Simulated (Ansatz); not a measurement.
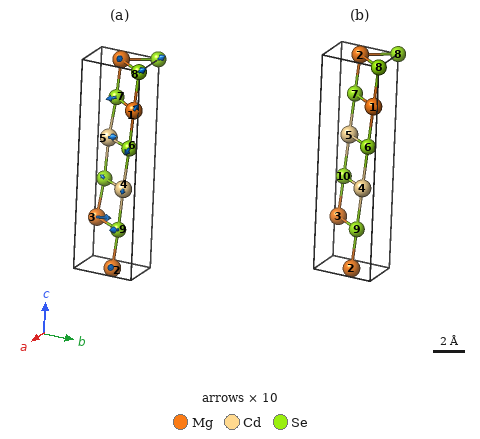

The structure of crystalline Mg$_{3}$Cd$_{2}$Se$_{5}$ (a generated structure, set up in P1) (coarse preliminary run) before (left) and after (right) a relaxation, at one scale. The blue arrows give the displacements (the part carried along by the change of the cell is left out), 10 times their true length.

Style: ball-and-stick. Shown: the cell of the calculation, reduced to other axes, slightly off an axis. Lengths and directions refer to the drawn axes.

Computed with DFT PBE, scalar-relativistic, plane waves, PAW (Ansatz). Settings: plane-wave cutoff 420 eV; k-point mesh 4 × 4 × 4; occupations gaussian; smearing width 0.1 eV; no spin polarisation; cell and atoms relaxed; force threshold 0.025 eV/Å; at most 60 steps.

**Summarise the run.**

Over 4 accepted moves (5 points after the start) the energy falls by 0.156 eV per cell of the calculation. Largest force component: 0.36 eV/Å at the start, 0.022 eV/Å at the end. The pressure goes from 1.77 to 0.03 GPa. At 1 point the geometry stayed and the basis and grid were re-selected for the new cell (energy shift of 0.6 meV per cell of the calculation at most each time). The atom that moves furthest relative to the cell is Mg3 (0.12 Å roughly along [−1 1 0]). By element the largest moves are Mg 0.12 Å, Se 0.08 Å, Cd 0.08 Å. Cell: a 3.924 → 3.980 Å (+1.4 %), b 4.036 → 3.980 Å (−1.4 %), c 13.914 → 14.248 Å (+2.4 %), α 97.4° → 98.0°, β 97.4° → 98.0°, γ 90.6° → 90.0°. Volume +2.1 %. Some distances before and after: Mg3–Se9 3.027 → 2.815 Å, Mg3–Se9 (another image) 2.634 → 2.813 Å, Mg1–Se6 2.640 → 2.792 Å, Mg2–Se8 2.688 → 2.814 Å. Among the angles between lasting bonds that change: Se9–Mg3–Se9 171.8° → 179.6°, Mg3–Se9–Mg3 171.8° → 179.6°, Se9–Mg3–Se9 96.5° → 90.0°. The space group (tolerance 0.01 Å) goes from P1 (No. 1) to I4/mmm (No. 139). Cost: 120 s on 4 threads of Arm Neoverse V1, with other jobs on the host, peak memory 0.98 GiB.
